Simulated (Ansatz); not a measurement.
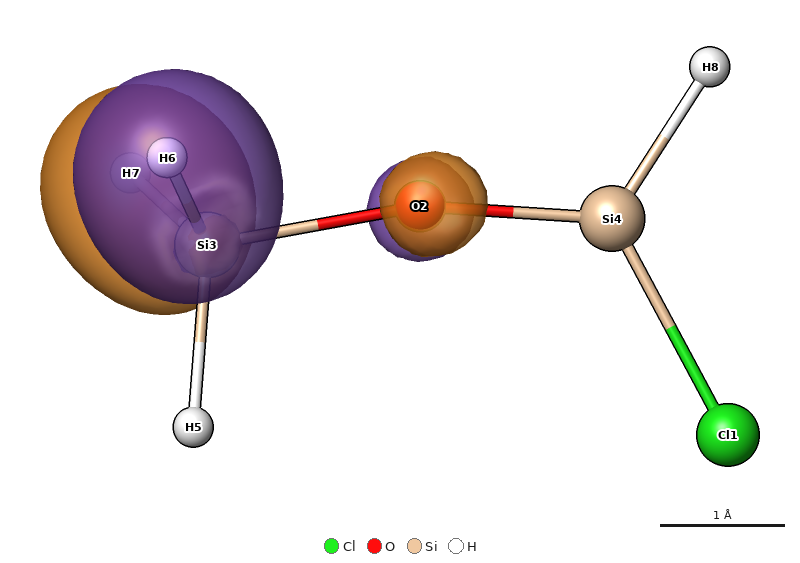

Figure. ClH4OSi2 (SMILES [SiH3]O[SiH+]Cl) (charge +1). The HOMO−1 at ±0.2 Å⁻³ᐟ² (orange and purple are the two phases), seen across its widest extent.

Geometry: B3LYP-D3(BJ)/def2-SVP.

Level of theory: isolated molecule in a Gaussian basis; Kohn-Sham density functional theory, functional PBE0 in Ansatz.

| atom | x (Å) | y (Å) | z (Å) |
| --- | --- | --- | --- |
| Cl | 1.1334 | -3.3302 | 2.9650 |
| O | -0.3651 | -0.7392 | 2.1521 |
| Si | -2.0062 | -0.4195 | 1.6053 |
| Si | 0.9702 | -1.3804 | 2.6515 |
| H | -2.6634 | -1.7433 | 1.5700 |
| H | -2.5465 | 0.4940 | 2.6325 |
| H | -1.8195 | 0.1962 | 0.2758 |
| H | 2.1348 | -0.5253 | 2.8960 |

### What is the character of this orbital?

It lies mainly on Si3 (about 40 %), H6 (about 25 %), H7 (about 25 %) and O2 (about 10 %). Its energy is −14.16 eV.
